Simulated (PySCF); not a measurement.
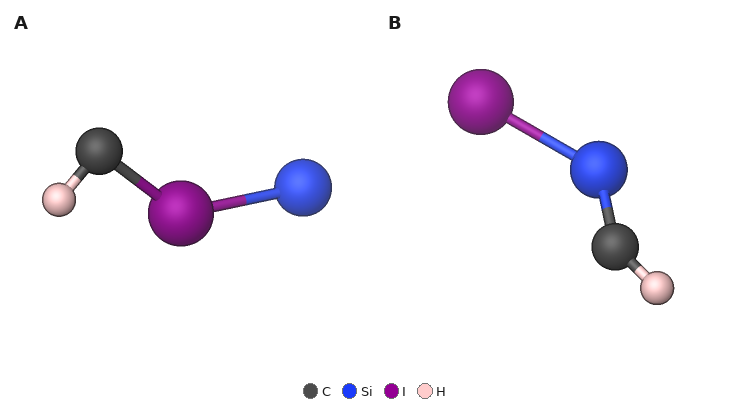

2 stationary structures of one formula. Geometries: PBE0-D4/def2-TZVP. Electronic energies: RHF-CCSD(T) (frozen core)/def2-TZVPP (PySCF 2.14.0), without zero-point energy. No frequency run is at hand to confirm each as a minimum.

Which structure is the most stable?

B is lowest (Cs); A lies 375.5 kJ/mol above it (Cs).
